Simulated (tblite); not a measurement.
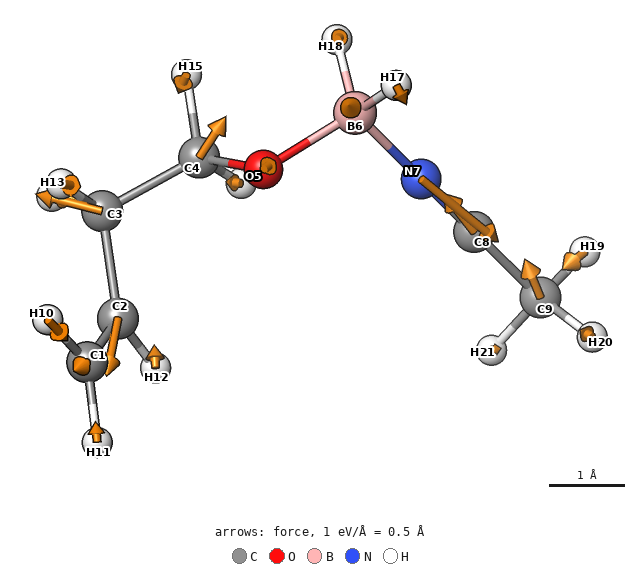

Starting geometry of C$_{6}$H$_{12}$BNO with the computed forces as orange arrows. Style: ball-and-stick. Shown at a tilt.

All numbers below come from tblite 0.8.0, GFN2-xTB geometry optimisation, gas phase. 

What follows when this structure is relaxed?

It isn't relaxed: the largest force vector, on the N atom, is 3.13 eV/Å. The final displacements have little in common with the starting forces (cosine between the two patterns 0.12). The atom that moves furthest after the best rigid fit is an H atom (2.90 Å). Largest moves by element: H 2.90 Å, C 1.73 Å, O 0.71 Å, B 0.51 Å, N 0.24 Å. Near-neighbour distances that change, for instance: B–N 1.489 → 1.583 Å, C–C 1.486 → 1.539 Å, C–C 1.478 → 1.429 Å, B–O 1.477 → 1.431 Å. Bond angles that change, for instance: B–N–C 178.7° → 157.4°, C–O–B 105.5° → 120.0°, C–C–H 125.4° → 115.0°. Groups turn about C–O by about 30°. Over 251 geometry steps the energy falls by 0.702 eV.
